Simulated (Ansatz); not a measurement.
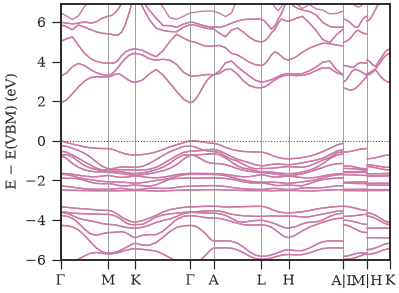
Figure. Band structure from the program Ansatz at the r²SCAN+D4 with spin–orbit coupling level (PAW)

Task: Read off the gap and where the band edges lie.

Result: About 1.9 eV (1.91 eV by a search for the band edges); maximum at Γ, minimum at Γ.

The material is CuI in space group P-3m1 (No. 164; Cu on 2d, I on 2d).

The first step of the workflow began from a Materials Project structure, measured or hypothetical; the Crystallography Open Database copy checked does not list it. It is not the phase usual at ambient conditions (space group No. 216). Symmetry was held in the r²SCAN+D4 relaxation; whether a distortion lowers the energy is not shown. No spin polarisation was allowed.

Potentials: the later of the program's two PAW sets.
